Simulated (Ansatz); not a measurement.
Fields on a plane of ZnCu2SnSe4 (kesterite type, space group I-4)

```xyz
8
Lattice="-2.8819 2.8819 5.7631 2.8819 -2.8819 5.7631 2.8819 2.8819 -5.7631" Properties=species:S:1:pos:R:3 pbc="T T T"
Cu     0.0000     0.0000     0.0000
Cu     0.0000     2.8819     2.8815
Zn     2.8819     0.0000     2.8815
Sn     0.0000     0.0000     5.7631
Se     1.4968     1.5505     4.2620
Se     1.3851     1.3314    -1.5011
Se     1.5505    -1.4968     7.2642
Se     1.3314     4.3787     1.5011
```

The slice is a (100) plane (indices of the conventional cell) through the point (0.250, 0.750, 0.500) (fractional), spanned by u = [101] and v = [110] in vectors of this cell: u (5.76 Å) and v (11.53 Å, at 90° to u). It covers one period; positions are fractions (u, v).

Atoms on it: Cu at (0.50, 0.25); Cu at (0.00, 0.50); Zn at (0.00, 0.00); Sn at (0.50, 0.75).

All values below come from PBE (plane waves to 420 eV, PAW, scalar-relativistic; Ansatz, a program for electronic structure). k mesh 8×8×8. Inside the PAW spheres the values are not all-electron values, and peaks at nuclei hang on which shells count as valence. At this level the bands of ZnCu2SnSe4 touch or barely overlap. The PAW data are Ansatz's earlier set. ZnCu2SnSe4 is run without spin polarisation. ZnCu2SnSe4 was relaxed with its symmetry unable to fall.

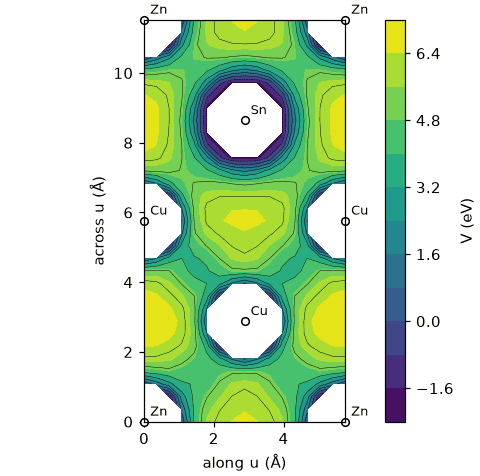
Electrostatic potential energy of an electron, from the cell's mean, in eV, one period of the plane, atoms marked. Points within 1 Å of a nucleus are left white, as the pseudised field means little there. Values under -2 eV are set to -2. The zero, the cell's mean, hangs on the PAW cores.

```tsv
v \ u	0.00	0.12	0.25	0.38	0.50	0.62	0.75	0.88
0.88	0.15	0.28	0.41	0.31	0.25	0.31	0.41	0.28
0.75	0.01	0.03	0.24	0.19	x	0.19	0.24	0.03
0.62	0.14	0.29	0.44	0.31	0.25	0.31	0.44	0.29
0.50	x	0.15	0.15	0.03	0.01	0.03	0.15	0.15
0.38	0.14	0.32	0.58	0.35	0.16	0.35	0.58	0.32
0.25	0.01	0.03	0.14	0.15	x	0.15	0.14	0.03
0.12	0.15	0.33	0.56	0.34	0.16	0.34	0.56	0.33
0.00	x	0.12	0.15	0.03	0.01	0.03	0.15	0.12
```

Values: electron localisation function (ELF). Points within 0.5 Å of a nucleus are blanked (x), as the pseudised field means little there.
